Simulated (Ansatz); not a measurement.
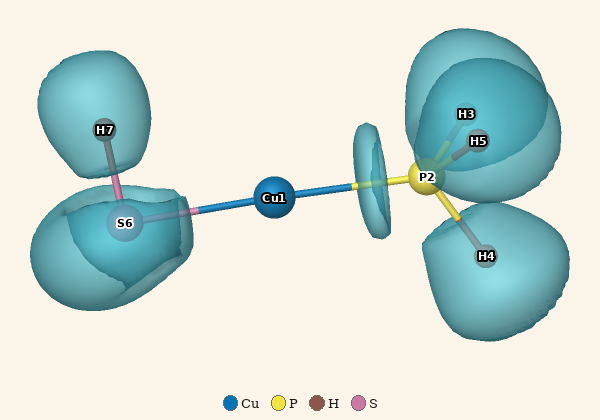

Figure. CuH4PS. Isosurface of the electron localisation function at 0.8 (cyan), seen across its widest extent. Core shells and regions of very low density are left out.

Geometry: PBE-D4/def2-TZVP.

Computed with Ansatz, RKS PBE0-D4/def2-TZVP.

The calculation's input:

```
crystal:
  periodic: [false, false, false]
  atoms:
    - {symbol: Cu, position_ang: [0.159206, 0.076364, -0.911747]}
    - {symbol: P, position_ang: [0.149041, 0.052254, 1.252443]}
    - {symbol: H, position_ang: [-0.855985, 0.754026, 1.974745]}
    - {symbol: H, position_ang: [1.274341, 0.572056, 1.948864]}
    - {symbol: H, position_ang: [0.048997, -1.179883, 1.957005]}
    - {symbol: S, position_ang: [0.236186, 0.120808, -3.046198]}
    - {symbol: H, position_ang: [-1.011776, -0.395634, -3.175113]}
basis:
  gaussian: {orbitals: def2-TZVP, initial_orbitals: start.molden}
hamiltonian: {xc: pbe0, dispersion: d4}
scf: {omitted_lower_state_checks: [starts]}
output: {orbitals: {seedname: orbitals}}
```

Command:

```sh
ansatz run in.yaml --threads 4 --pin off --events-out ev --progress --plain --max-ram 3916MiB
```

Q: Describe the localisation domains.

A: The ELF exceeds this value in four regions around hydrogen nuclei, one lobe of the valence shell of P pointing towards Cu (polar bonds) and one region wrapped around S (its valence shell). Along the contacts the grid gives the following. Cu–S (2.14 Å): the ELF peaks at about 0.85 in the valence shell of S, 0.9 Å from its nucleus, and is about 0.50 at the midpoint. Cu–P (2.16 Å): the ELF peaks at about 0.90 between the atoms.
